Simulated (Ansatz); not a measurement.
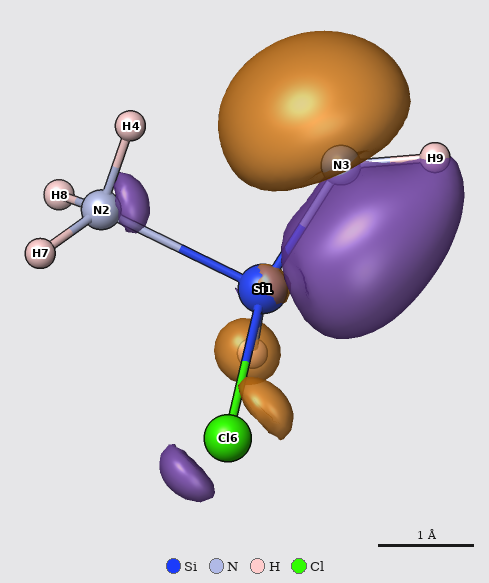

Figure. ClH5N2Si. The HOMO−1 at ±0.15 Å⁻³ᐟ² (orange and purple are the two phases), seen across its widest extent.

The product side of a reaction path; geometry: PBE0-D4/def2-TZVP.

Level of theory: Ansatz 0.2.0, RKS PBE0-D4/def2-TZVPP.

```yaml
atoms:
  - { symbol: Si, position_ang: [-0.3020, -0.7363, -0.0222] }
  - { symbol: N, position_ang: [0.1779, 1.0570, 0.4561] }
  - { symbol: N, position_ang: [0.0582, -0.5750, -1.5728] }
  - { symbol: H, position_ang: [0.6050, 1.3275, -0.4347] }
  - { symbol: H, position_ang: [-1.6463, -0.8426, 0.6091] }
  - { symbol: Cl, position_ang: [0.8921, -1.7363, 1.3849] }
  - { symbol: H, position_ang: [0.8532, 1.1184, 1.2123] }
  - { symbol: H, position_ang: [-0.6111, 1.6645, 0.6549] }
  - { symbol: H, position_ang: [-0.0270, -1.2773, -2.2877] }
```

### Where does this orbital lie, and at what energy?

Its weight (Hirshfeld) is mainly on N3 (about 65 %) and Si1 (about 15 %); largely a lone pair of N3. Its energy is −6.74 eV.
